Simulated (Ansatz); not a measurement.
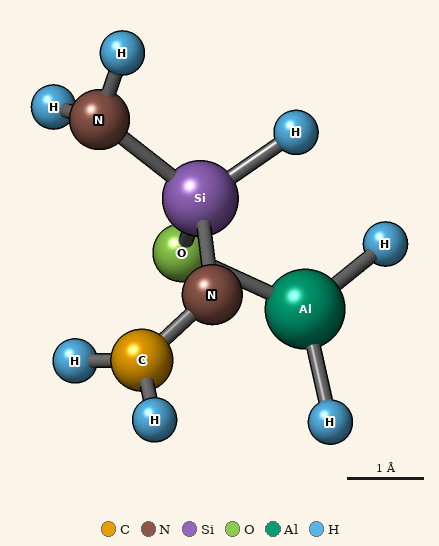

**Figure 1.** The structure as given in the input (ball-and-stick view, seen at a tilt). Sticks mark near contacts.

# Geometry relaxation of CH7AlN2OSi (part 1 of 3)

CH7AlN2OSi, SMILES C=N[SiH](N)[O][AlH2], computed with RKS PBE-D4/def2-SVP (Ansatz 0.2.0).

The run did not end well. It belongs to a series of runs on one base structure; here: end point B relaxed.

Input
```yaml
crystal:
  periodic: [false, false, false]
  atoms:
    - { symbol: C, position_ang: [1.2073, -1.1217, -1.3326] }
    - { symbol: "N", position_ang: [1.2742, -0.3515, -0.2947] }
    - { symbol: Si, position_ang: [-0.1254, -0.0538, 0.793] }
    - { symbol: "N", position_ang: [-0.5423, -1.5961, 1.5252] }
    - { symbol: O, position_ang: [-1.4075, 0.6253, -0.0802] }
    - { symbol: Al, position_ang: [-0.9251, 2.3785, -0.4568] }
    - { symbol: H, position_ang: [0.2392, -1.5402, -1.6019] }
    - { symbol: H, position_ang: [2.0551, -1.2142, -1.996] }
    - { symbol: H, position_ang: [0.3423, 0.8535, 1.9391] }
    - { symbol: H, position_ang: [-0.23869, -1.67636, 2.47828] }
    - { symbol: H, position_ang: [-1.59365, -1.70626, 1.47317] }
    - { symbol: H, position_ang: [-0.1105, 2.6868, -1.7866] }
    - { symbol: H, position_ang: [-1.3086, 3.5639, 0.5571] }
basis:
  gaussian: { orbitals: def2-SVP }
hamiltonian:
  xc: pbe
  dispersion: d4
relax:
  f_tol: 0.015
  max_steps: 40
```

Run as:
```bash
ansatz run input.yaml --threads 2 --pin off --max-ram 3072MiB --backend cpu --events-out ev --progress --plain --runs-dir out
```

What the program printed
```
The last accepted step is kept in [file] (removed where the run ends without a failure and the disk answers)
Engine: ansatz 0.2.0, x86_64-unknown-linux-gnu
Functional definition: PBE
  parameter kappa = 0.804
  parameter beta = 0.06672455060314922
  exchange = pbe_x(kappa = kappa, mu = beta*pi^2/3)
  correlation = pbe_c(beta = beta)
1440 factors; their error is unknown
mean field evaluation 1: about -20613.3425 eV, gradient 9.1e1 eV
mean field evaluation 2: about -20506.1201 eV, gradient 2.1e2 eV
mean field evaluation 4: about -20628.6922 eV, gradient 2.5e1 eV
mean field evaluation 8: about -20630.1651 eV, gradient 5.2e-1 eV
mean field evaluation 16: about -20630.0784 eV, gradient 1.9e-4 eV
mean field -20630.07841236 eV, -758.1413980849 hartree, gradient 4.0e-5 eV, S^2 0.000000; 0 other end points of the search recorded, 0 dependent functions left out
the calculation of the forces begins
reference -20630.07846014 eV, -758.1413998407 hartree; 31, 31 occupied and 96, 96 virtual orbitals, 1440 factors
relax step   1: F+E_penalty+E_count = -20630.39714399 eV  Δ(F+E_penalty+E_count) = +0.000e0 eV  max|allowed force component| = 1.983e0 eV/Å  Δτ_max = 0.0000 Å  (28 SCF iters, accepted)
these checks for a lower state are left out or cut short: starts, cluster_reference, orbital_swaps, neighbouring_geometries, increment
1440 factors; their error is unknown
mean field -20630.14434707 eV, -758.1438211407 hartree, gradient 2.0e-5 eV, S^2 0.000000; 0 other end points of the search recorded, 0 dependent functions left out
[... from here on the field's lines of each further geometry are left out, up to the last ...]
relax step   2: F+E_penalty+E_count = -20630.46392821 eV  Δ(F+E_penalty+E_count) = -6.678e-2 eV  max|allowed force component| = 2.005e0 eV/Å  Δτ_max = 0.1952 Å  (35 SCF iters, accepted)
relax step   3: F+E_penalty+E_count = -20630.73725121 eV  Δ(F+E_penalty+E_count) = -2.733e-1 eV  max|allowed force component| = 8.807e-1 eV/Å  Δτ_max = 0.1288 Å  (31 SCF iters, accepted)
relax step   4: F+E_penalty+E_count = -20630.89229252 eV  Δ(F+E_penalty+E_count) = -1.550e-1 eV  max|allowed force component| = 1.067e0 eV/Å  Δτ_max = 0.1999 Å  (30 SCF iters, accepted)
relax step   5: F+E_penalty+E_count = -20630.96782999 eV  Δ(F+E_penalty+E_count) = -7.554e-2 eV  max|allowed force component| = 4.025e-1 eV/Å  Δτ_max = 0.1937 Å  (31 SCF iters, accepted)
relax step   6: F+E_penalty+E_count = -20631.02841761 eV  Δ(F+E_penalty+E_count) = -6.059e-2 eV  max|allowed force component| = 3.969e-1 eV/Å  Δτ_max = 0.1957 Å  (30 SCF iters, accepted)
relax step   7: F+E_penalty+E_count = -20631.07456092 eV  Δ(F+E_penalty+E_count) = -4.614e-2 eV  max|allowed force component| = 5.984e-1 eV/Å  Δτ_max = 0.1992 Å  (30 SCF iters, accepted)
relax step   8: F+E_penalty+E_count = -20631.16178468 eV  Δ(F+E_penalty+E_count) = -8.722e-2 eV  max|allowed force component| = 2.748e-1 eV/Å  Δτ_max = 0.2000 Å  (35 SCF iters, accepted)
relax step   9: F+E_penalty+E_count = -20631.19004072 eV  Δ(F+E_penalty+E_count) = -2.826e-2 eV  max|allowed force component| = 3.091e-1 eV/Å  Δτ_max = 0.2000 Å  (36 SCF iters, accepted)
relax step  10: F+E_penalty+E_count = -20631.16314265 eV  Δ(F+E_penalty+E_count) = +2.690e-2 eV  max|allowed force component| = 7.463e-1 eV/Å  Δτ_max = 0.1963 Å  (36 SCF iters, rejected (line search))
relax step  11: F+E_penalty+E_count = -20631.20648023 eV  Δ(F+E_penalty+E_count) = -1.644e-2 eV  max|allowed force component| = 1.363e-1 eV/Å  Δτ_max = 0.0982 Å  (30 SCF iters, accepted)
relax step  12: F+E_penalty+E_count = -20631.22002119 eV  Δ(F+E_penalty+E_count) = -1.354e-2 eV  max|allowed force component| = 1.224e-1 eV/Å  Δτ_max = 0.1000 Å  (30 SCF iters, accepted)
relax step  13: F+E_penalty+E_count = -20631.22436196 eV  Δ(F+E_penalty+E_count) = -4.341e-3 eV  max|allowed force component| = 3.075e-1 eV/Å  Δτ_max = 0.0968 Å  (29 SCF iters, accepted)
relax step  14: F+E_penalty+E_count = -20631.22816291 eV  Δ(F+E_penalty+E_count) = -3.801e-3 eV  max|allowed force component| = 2.520e-1 eV/Å  Δτ_max = 0.0361 Å  (30 SCF iters, accepted)
relax step  15: F+E_penalty+E_count = -20631.23555995 eV  Δ(F+E_penalty+E_count) = -7.397e-3 eV  max|allowed force component| = 2.520e-1 eV/Å  Δτ_max = 0.1036 Å  (30 SCF iters, accepted)
relax step  16: F+E_penalty+E_count = -20631.23219800 eV  Δ(F+E_penalty+E_count) = +3.362e-3 eV  max|allowed force component| = 4.811e-1 eV/Å  Δτ_max = 0.1012 Å  (30 SCF iters, rejected (line search))
relax step  17: F+E_penalty+E_count = -20631.24182297 eV  Δ(F+E_penalty+E_count) = -6.263e-3 eV  max|allowed force component| = 1.753e-1 eV/Å  Δτ_max = 0.0504 Å  (30 SCF iters, accepted)
relax step  18: F+E_penalty+E_count = -20631.24967846 eV  Δ(F+E_penalty+E_count) = -7.855e-3 eV  max|allowed force component| = 1.016e-1 eV/Å  Δτ_max = 0.0998 Å  (30 SCF iters, accepted)
relax step  19: F+E_penalty+E_count = -20631.25647516 eV  Δ(F+E_penalty+E_count) = -6.797e-3 eV  max|allowed force component| = 2.486e-1 eV/Å  Δτ_max = 0.1463 Å  (31 SCF iters, accepted)
relax step  20: F+E_penalty+E_count = -20631.26008744 eV  Δ(F+E_penalty+E_count) = -3.612e-3 eV  max|allowed force component| = 2.574e-1 eV/Å  Δτ_max = 0.1108 Å  (31 SCF iters, accepted)
relax step  21: F+E_penalty+E_count = -20631.26468168 eV  Δ(F+E_penalty+E_count) = -4.594e-3 eV  max|allowed force component| = 3.116e-1 eV/Å  Δτ_max = 0.1356 Å  (30 SCF iters, accepted)
relax step  22: F+E_penalty+E_count = -20631.27153570 eV  Δ(F+E_penalty+E_count) = -6.854e-3 eV  max|allowed force component| = 2.573e-1 eV/Å  Δτ_max = 0.1052 Å  (31 SCF iters, accepted)
relax step  23: F+E_penalty+E_count = -20631.29107714 eV  Δ(F+E_penalty+E_count) = -1.954e-2 eV  max|allowed force component| = 1.900e-1 eV/Å  Δτ_max = 0.1704 Å  (29 SCF iters, accepted)
relax step  24: F+E_penalty+E_count = -20631.32692414 eV  Δ(F+E_penalty+E_count) = -3.585e-2 eV  max|allowed force component| = 2.205e-1 eV/Å  Δτ_max = 0.1952 Å  (31 SCF iters, accepted)
relax step  25: F+E_penalty+E_count = -20631.37765399 eV  Δ(F+E_penalty+E_count) = -5.073e-2 eV  max|allowed force component| = 2.289e-1 eV/Å  Δτ_max = 0.1958 Å  (30 SCF iters, accepted)
relax step  26: F+E_penalty+E_count = -20631.46804588 eV  Δ(F+E_penalty+E_count) = -9.039e-2 eV  max|allowed force component| = 3.034e-1 eV/Å  Δτ_max = 0.1968 Å  (30 SCF iters, accepted)
relax step  27: F+E_penalty+E_count = -20631.59815338 eV  Δ(F+E_penalty+E_count) = -1.301e-1 eV  max|allowed force component| = 4.481e-1 eV/Å  Δτ_max = 0.1951 Å  (31 SCF iters, accepted)
relax step  28: F+E_penalty+E_count = -20631.78229615 eV  Δ(F+E_penalty+E_count) = -1.841e-1 eV  max|allowed force component| = 6.840e-1 eV/Å  Δτ_max = 0.1981 Å  (31 SCF iters, accepted)
relax step  29: F+E_penalty+E_count = -20631.88805118 eV  Δ(F+E_penalty+E_count) = -1.058e-1 eV  max|allowed force component| = 6.769e-1 eV/Å  Δτ_max = 0.1920 Å  (32 SCF iters, accepted)
relax step  30: F+E_penalty+E_count = -20631.92896964 eV  Δ(F+E_penalty+E_count) = -4.092e-2 eV  max|allowed force component| = 5.367e-1 eV/Å  Δτ_max = 0.2000 Å  (30 SCF iters, accepted)
relax step  31: F+E_penalty+E_count = -20631.94935241 eV  Δ(F+E_penalty+E_count) = -2.038e-2 eV  max|allowed force component| = 1.808e-1 eV/Å  Δτ_max = 0.0770 Å  (32 SCF iters, accepted)
relax step  32: F+E_penalty+E_count = -20631.90557881 eV  Δ(F+E_penalty+E_count) = +4.377e-2 eV  max|allowed force component| = 6.592e-1 eV/Å  Δτ_max = 0.1745 Å  (37 SCF iters, rejected (line search))
relax step  33: F+E_penalty+E_count = -20631.95629177 eV  Δ(F+E_penalty+E_count) = -6.939e-3 eV  max|allowed force component| = 2.791e-1 eV/Å  Δτ_max = 0.0849 Å  (31 SCF iters, accepted)
relax step  34: F+E_penalty+E_count = -20631.95747240 eV  Δ(F+E_penalty+E_count) = -1.181e-3 eV  max|allowed force component| = 3.273e-1 eV/Å  Δτ_max = 0.1000 Å  (30 SCF iters, accepted)
relax step  35: F+E_penalty+E_count = -20631.96217395 eV  Δ(F+E_penalty+E_count) = -4.702e-3 eV  max|allowed force component| = 1.161e-1 eV/Å  Δτ_max = 0.0778 Å  (32 SCF iters, accepted)
relax step  36: F+E_penalty+E_count = -20631.96483207 eV  Δ(F+E_penalty+E_count) = -2.658e-3 eV  max|allowed force component| = 4.371e-2 eV/Å  Δτ_max = 0.0442 Å  (32 SCF iters, accepted)
relax step  37: F+E_penalty+E_count = -20631.96525200 eV  Δ(F+E_penalty+E_count) = -4.199e-4 eV  max|allowed force component| = 1.595e-2 eV/Å  Δτ_max = 0.0157 Å  (33 SCF iters, accepted)
relax step  38: F+E_penalty+E_count = -20631.96526603 eV  Δ(F+E_penalty+E_count) = -1.403e-5 eV  max|allowed force component| = 2.352e-2 eV/Å  Δτ_max = 0.0068 Å  (33 SCF iters, accepted)
the calculation of the forces begins
reference -20631.62950375 eV, -758.1983996422 hartree; 31, 31 occupied and 96, 96 virtual orbitals, 1440 factors
relax step  39: F+E_penalty+E_count = -20631.96539972 eV  Δ(F+E_penalty+E_count) = -1.337e-4 eV  max|allowed force component| = 2.614e-2 eV/Å  Δτ_max = 0.0183 Å  (32 SCF iters, accepted)
these checks for a lower state are left out or cut short: starts, cluster_reference, orbital_swaps, neighbouring_geometries, increment
1440 factors; their error is unknown
mean field -20631.62955747 eV, -758.1984016164 hartree, gradient 1.3e-5 eV, S^2 0.000000; 0 other end points of the search recorded, 0 dependent functions left out
the calculation of the forces begins
reference -20631.62960445 eV, -758.1984033429 hartree; 31, 31 occupied and 96, 96 virtual orbitals, 1440 factors
relax step  40: F+E_penalty+E_count = -20631.96531668 eV  Δ(F+E_penalty+E_count) = +8.304e-5 eV  max|allowed force component| = 6.388e-2 eV/Å  Δτ_max = 0.0242 Å  (32 SCF iters, rejected (line search))
```

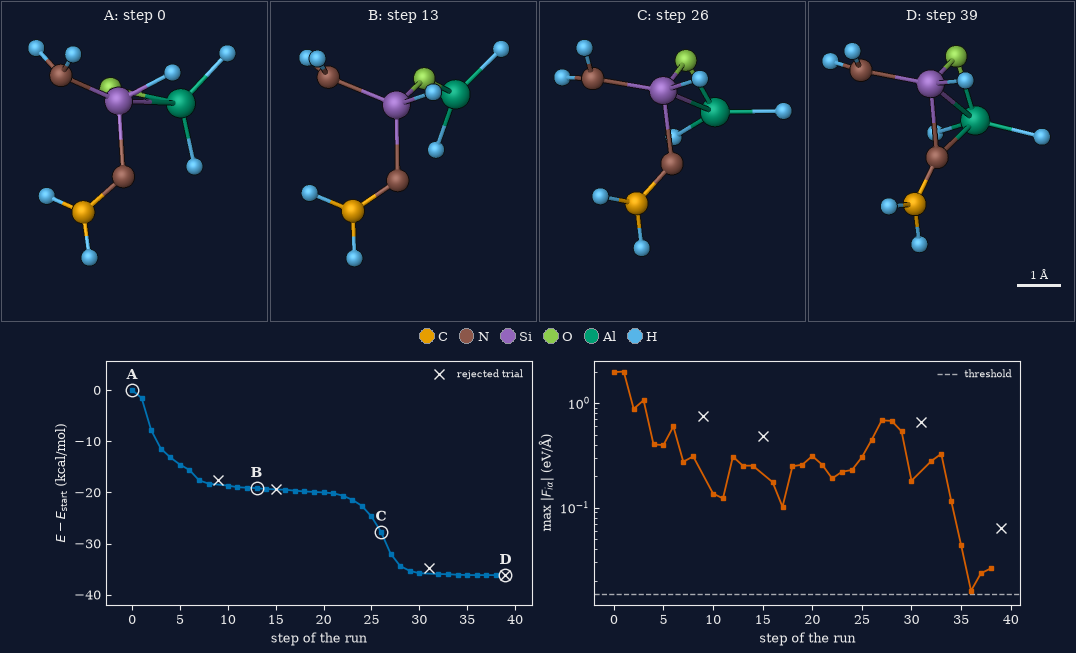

**Figure 2.** Frames of the relaxation (ball-and-stick view, seen at a tilt) above the curves, on which the letters mark them (the first geometry is step 0 here and step 1 in the log).

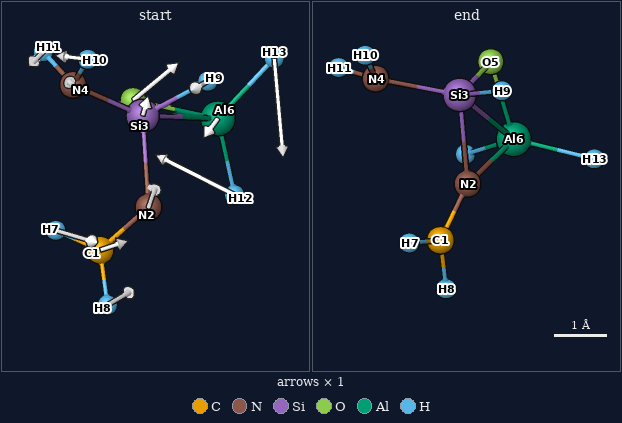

**Figure 3.** Before (left) and after (right) the relaxation, at one scale (ball-and-stick view, seen at a tilt). The white arrows give the displacements, at true length. The relaxation stopped without meeting its thresholds, so the last structure isn't shown to be converged. After 39 geometry steps the energy has fallen by 36.2 kcal/mol. The largest force component goes from 2 to 0.064 eV/Å. The line search rejected the trial steps at points 9, 15, 31, 39 (counted from 0) and went back. The atom that moves furthest after the best rigid fit is H13 (2.00 Å). Largest moves by element: H 2.00 Å, O 1.25 Å, N 0.98 Å, C 0.61 Å, Al 0.56 Å, Si 0.44 Å. Distances before and after: N2–Al6 3.509 → 2.055 Å, Si3–Al6 2.849 → 2.704 Å, N2–Si3 1.797 → 1.866 Å, Si3–O5 1.693 → 1.640 Å. New bonds form: N2–Al6 (3.51 → 2.06 Å). Among the angles that change: N2–Si3–Al6 95.4° → 49.4°, Al6–Si3–H9 84.7° → 122.1°, N2–Si3–O5 110.1° → 90.7°. (Atoms are counted from 1 in the order of the input.)

```
Unfinished report: {"positions_ang":[[1.221411051567809,-0.5158958679808686,-1.184379501980222],[0.5238251289431864,0.27787007791505525,-0.4695714980483225],[-0.23588325639371427,-0.001346049578520831,1.210590381955624],[-0.8878645582974207,-1.5892959030734097,1.3151828684480829],[-1.2290676295863285,1.286962656209597,0.9990290009555773],[-0.6286047528889461,1.9775738548696862,-0.5898332075394],[1.5424276993766313,-1.5141968204531489,-0.8111056457013252],[1.5307867786522924,-0.23854557549970432,-2.2145487675481372],[0.8432976511782072,0.0822735887215161,2.2474017148765593],[-0.729114915008581,-2.152267491594,2.152929248375802],[-1.7740130017281333,-1.8266996796444523,0.8625421238326333],[-1.628147929311418,1.7936646958999127,-1.8344541664008907],[0.3173077334964162,3.267782514208334,-0.4667325512259817]],"unchecked":["starts","cluster_reference","orbital_swaps","neighbouring_geometries","increment"],"mean_field":{"relativity":"none","state":{"energy":{"ev":-20631.629503754615,"hartree":-758.1983996422273},"converged":true,"gradient_ev":0.000012242760525773792,"stability":{"kind":"minimum","curvature_ev":64.85134256612439},"curvature_floor_ev":0.00030000000000000003,"spin_squared":2.1316282072803006e-14},"others":[],"fillings":{"estimated":0,"unestimated":0,"tried":0,"untried":0,"excluded_magnetic_sites":0},"n_dropped_functions":0,"n_trapped_functions":0,"passes":{"evaluations":4,"products":28},"factors":{"origin":"density fitting in generated functions","count":1440,"bound_ev":null},"gradient_stop_ev":0.00009,"reference_kind":"stationary","functional":{"name":"PBE","citations":["Perdew, Burke & Ernzerhof, Phys. Rev. Lett. 77, 3865 (1996) doi:10.1103/PhysRevLett.77.3865"],"text":"name \"PBE\"\ncite \"Perdew, Burke & Ernzerhof, Phys. Rev. Lett. 77, 3865 (1996) doi:10.1103/PhysRevLett.77.3865\"\nparent pbe\nparameter kappa = 0.804\nparameter beta = 0.06672455060314922\nexchange = pbe_x(kappa = kappa, mu = beta*pi^2/3)\ncorrelation = pbe_c(beta = beta)\n","parameters":{"beta":{"value":0.06672455060314922,"default":0.06672455060314922},"kappa":{"value":0.804,"default":0.804}},"final_grid":{"core_spheres":13.0,"valence_spheres":11.0,"degree":36.0},"final_grid_parameter_source":"default","radial_points_factor":1.0,"radial_grid_error_ev":3.125828648923977e-7,"grid_sensitivity":"normal","grid_sensitivity_ratio":0.001870803151768979},"unsmoothed_excess_ev":-0.000046974580072485876,"symmetry":{"irreps":["A"],"axes":[[0.9998345618804286,-0.009046821857786684,-0.015779856895557193],[0.009554376114435112,0.9994295880274083,0.03239154939839003],[0.015477815299153257,-0.03253695728917968,0.999350681014391]],"occupied":[{"A":31},{"A":31}]},"density_repulsion":{"missed_ev":0.00010924297805355756,"excess_ev":0.00010924297805355756,"most_excess_ev":0.000806,"are_drawn_again":false,"n_first_factors":1440,"energy_change_ev":0.0,"n_dropped_ends":0},"direct_passes":"host"},"factors":{"origin":"density fitting in generated functions","count":1440,"bound_ev":null},"n_frozen":0,"n_occupied":[31,31],"n_virtual":[96,96],"reference":{"ev":-20631.629503754615,"hartree":-758.1983996422273},"dispersion":{"energy":{"ev":-0.33594293653309754,"hartree":-0.012345675207290418},"switches_in_reach":[]},"total":{"ev":-20631.96544669115,"hartree":-758.2107453174345},"forces_ev_per_angstrom":[[0.01582534444589015,0.023149341091677555,0.026136829585605276],[-0.013019792407089888,-0.010019834145563872,-0.00780573146713676],[0.01812397906013608,0.007594079379641219,-0.002443121357874013],[-0.009129355511994392,-0.011462431929831048,0.001378453731364554],[0.0009432624117481411,-0.00406811144320599,-0.006970376792184324],[0.004019005873227688,-0.0020806023108935895,0.0050119134385795214],[-0.006080645176602855,-0.004042868364315598,-0.002202542769948867],[-0.00878299344151202,-0.00234048371192867,-0.00752796667513091],[-0.003864807775244584,-0.0011414299074815448,-0.0036370149393921314],[-0.00388589364484016,0.006937276801346131,-0.007296716851151475],[0.005713595513699496,0.0008783714551527542,0.0050481780637721425],[0.0016316128017886426,0.00021586632529081804,0.0026931487926891485],[-0.0014933121482921502,-0.003619173235032019,-0.002385052753607366]],"charge_distribution":{"dipole_moment_e_ang":[0.37774039463672876,-1.071726337288417,0.047806985281976314],"mulliken_charges_e":[0.09455655357560211,-0.37077122160240883,0.6695149559060578,-0.3396439489856009,-0.5165662984054364,0.5006375487694861,0.05690729173359654,0.07133963559144074,-0.08195833393614338,0.13759990684800383,0.13724144397369809,-0.18049150193498464,-0.17836603153328023],"lowdin_charges_e":[0.10241291460704183,0.04645577061816475,0.13018586696427192,0.038989144212946414,-0.03958937096239801,0.02271714927563906,-0.0030388198265955957,0.0034368702309812704,-0.07406586084791411,0.018128001627886414,0.02043883267473412,-0.13396980352611454,-0.13210069504861321]},"n_threads":2,"memory_gib":2.556818182580173,"seconds":{"hamiltonian":2.062095554,"orbitals":0.0,"second_order":0.0,"solver_start":0.0,"cycles":0.0,"cycle":0.0,"perturbative":0.0,"full_ci_increment":0.0,"forces":0.0}}
this run last wrote the structure of step 39 to [file]
Error: geometry relaxation did not converge after 40 steps: max|allowed force component| = 2.61e-2 eV/Å (threshold 1.5e-2). Raise `relax.max_steps` over both its present limit and 40, loosen `relax.f_tol`, or start from a geometry closer to equilibrium. Where this run's directory can be resumed (`checkpoint.write`), a resume goes on for up to `relax.max_steps` more
```

Trajectory as extended XYZ (Å, eV, eV/Å), 40 frames, from step=1 to step=40
```
13
Properties=species:S:1:pos:R:3:forces:R:3 step=1 energy=-20630.39714
C     1.2073   -1.1217   -1.3326   -0.8245   1.8857   1.9827
N     1.2742   -0.3515   -0.2947    0.1132  -0.1370  -0.3700
Si   -0.1254   -0.0538    0.7930    0.3949  -0.8728   0.1416
N    -0.5423   -1.5961    1.5252   -1.8013   0.4160  -1.3653
O    -1.4075    0.6253   -0.0802    1.1370   1.6218   0.0848
Al   -0.9251    2.3785   -0.4568   -0.5167  -1.0762   0.2674
H     0.2392   -1.5402   -1.6019   -0.5136  -0.8719  -0.6683
H     2.0551   -1.2142   -1.9960    0.8560  -0.3961  -0.6344
H     0.3423    0.8535    1.9391   -0.0032   0.0845  -0.5705
H    -0.2387   -1.6764    2.4783    0.1508  -0.1744   0.9916
H    -1.5937   -1.7063    1.4732    1.1524  -0.1349   0.2638
H    -0.1105    2.6868   -1.7866   -0.0587  -0.1063  -0.0930
H    -1.3086    3.5639    0.5571   -0.0863  -0.2383  -0.0304
```
